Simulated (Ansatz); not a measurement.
C2H2ClF: phonon calculation

The run: phonon calculation of C2H2ClF, SMILES FC=CCl. Method and program: RKS PBE0-D4/def2-TZVP (Ansatz 0.2.0).

The geometry comes from this level: PBE0-D4/def2-TZVP. Figures and captions count atoms from 1; the log counts them from 0 in places.

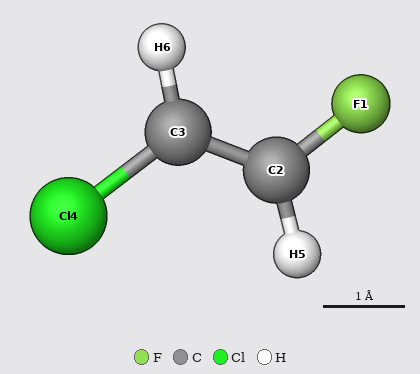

The input geometry (ball-and-stick view, seen on its broad side; atoms are numbered from 1 in the order of the input). Bond lengths as drawn: C–C 1.32 Å, C–Cl 1.71 Å, C–F 1.33 Å and C–H 1.08 Å.

**Key numbers**

```tsv
quantity	value
outcome	converged
total energy	−17338.3026 eV
mean-field energy	−17338.2213 eV
dispersion energy	−0.0813 eV
largest force (length of the vector)	0.006 eV/Å
dipole moment	0.16 D
hardware	2 CPU threads, shared host
wall time	45 s (CPU time 85 s)
peak memory	0.25 GiB
```

**Input**
```yaml
crystal:
  periodic: [false, false, false]
  atoms:
    - {symbol: F, position_ang: [-0.308326, 1.774920, 0.089717]}
    - {symbol: C, position_ang: [-0.014994, 0.565078, -0.386457]}
    - {symbol: C, position_ang: [0.005115, -0.486469, 0.411667]}
    - {symbol: Cl, position_ang: [0.378696, -2.049174, -0.181103]}
    - {symbol: H, position_ang: [0.191850, 0.551864, -1.449456]}
    - {symbol: H, position_ang: [-0.210341, -0.420217, 1.469431]}
basis:
  gaussian: {orbitals: def2-TZVP}
hamiltonian: {xc: pbe0, dispersion: d4}
phonons: {temperatures: {t_min: 298.15, t_max: 900, t_step: 200}}
```

**The program's output**
```
Functional definition: PBE0
  name "PBE0"
  cite "Adamo & Barone, J. Chem. Phys. 110, 6158 (1999) doi:10.1063/1.478522"
  cite "Perdew, Burke & Ernzerhof, Phys. Rev. Lett. 77, 3865 (1996) doi:10.1103/PhysRevLett.77.3865"
  parent pbe
  parameter a = 0.25
  parameter kappa = 0.804
  parameter beta = 0.06672455060314922
  exchange = (1 - a)*pbe_x(kappa = kappa, mu = beta*pi^2/3) + a*exact_x
  correlation = pbe_c(beta = beta)
872 factors; their error is unknown
mean field evaluation 1: about -17335.0030 eV, gradient 3.8e1 eV
mean field evaluation 2: about -17333.9589 eV, gradient 4.2e1 eV
mean field evaluation 4: about -17338.1601 eV, gradient 2.5e0 eV
mean field evaluation 8: about -17338.1747 eV, gradient 4.3e-2 eV
mean field evaluation 16: about -17338.2212 eV, gradient 4.1e-5 eV
mean field -17338.22122844 eV, -637.1678778768 hartree, gradient 4.1e-5 eV, S^2 0.000000; 0 other end points of the search recorded, 0 dependent functions left out
the calculation of the forces begins
reference -17338.22125082 eV, -637.1678786992 hartree; 20, 20 occupied and 122, 122 virtual orbitals, 872 factors
these checks for a lower state are left out or cut short: stability, starts, cluster_reference, orbital_swaps, neighbouring_geometries, increment
872 factors; their error is unknown
mean field -17338.22121728 eV, -637.1678774666 hartree, gradient 2.5e-6 eV, S^2 0.000000; 0 other end points of the search recorded, 0 dependent functions left out
[... from here on the field's lines of each further geometry are left out, up to the last ...]
the calculation of the forces begins
reference -17338.22114486 eV, -637.1678748054 hartree; 20, 20 occupied and 122, 122 virtual orbitals, 872 factors
these checks for a lower state are left out or cut short: stability, starts, cluster_reference, orbital_swaps, neighbouring_geometries, increment
872 factors; their error is unknown
mean field -17338.22111924 eV, -637.1678738636 hartree, gradient 2.5e-6 eV, S^2 0.000000; 0 other end points of the search recorded, 0 dependent functions left out
the calculation of the forces begins
reference -17338.22114161 eV, -637.1678746859 hartree; 20, 20 occupied and 122, 122 virtual orbitals, 872 factors
Total energy: -17338.30258302 eV, -637.1708676024 hartree
Atom 0 at    -0.308326     1.774920     0.089717 Å, force     0.001476     0.001438     0.000945 eV/Å
Atom 1 at    -0.014994     0.565078    -0.386457 Å, force    -0.004680    -0.002701    -0.002058 eV/Å
Atom 2 at     0.005115    -0.486469     0.411667 Å, force     0.000324     0.001317     0.001513 eV/Å
Atom 3 at     0.378696    -2.049174    -0.181103 Å, force     0.000817    -0.001398    -0.000854 eV/Å
Atom 4 at     0.191850     0.551864    -1.449456 Å, force     0.001822     0.000636     0.000769 eV/Å
Atom 5 at    -0.210341    -0.420217     1.469431 Å, force     0.000240     0.000708    -0.000315 eV/Å
Dipole moment:     0.004127     0.010658    -0.030886 e Å
Vibrations: 271.56 276.75 458.32 829.71 901.66 930.67 1173.46 1238.48 1323.30 1726.88 3228.90 3236.22 cm⁻¹, zero-point energy 0.966823 eV
```

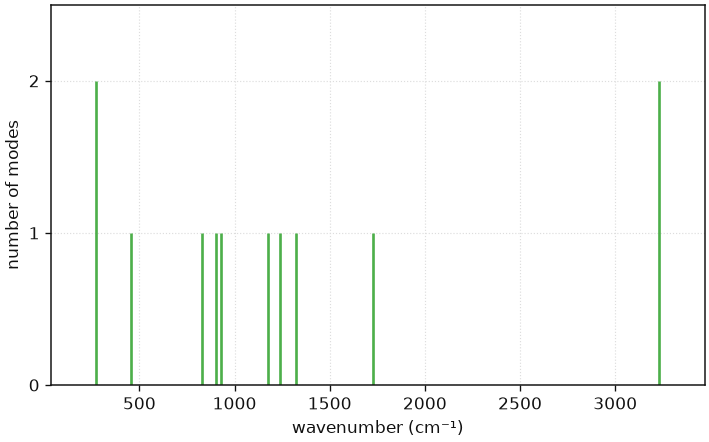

Harmonic vibrational wavenumbers from the force constants; neighbouring modes closer than 13 cm⁻¹ are counted in one stick. 12 modes from 272 to 3236 cm⁻¹, none imaginary.

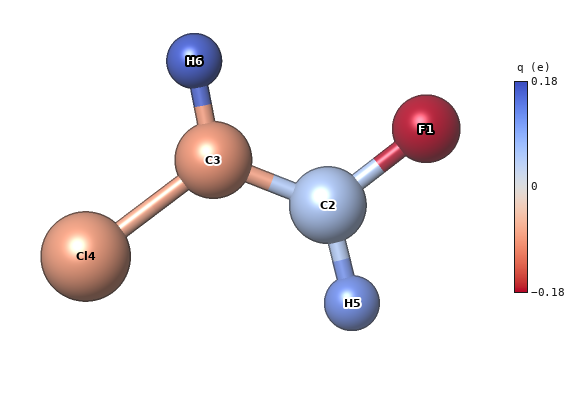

Mulliken charges, as the colour of each atom (ball-and-stick view, seen on its broad side; atoms are numbered from 1 in the order of the input). By element: F −0.18, C −0.09 to +0.05, Cl −0.08 and H +0.13 to +0.16 e.
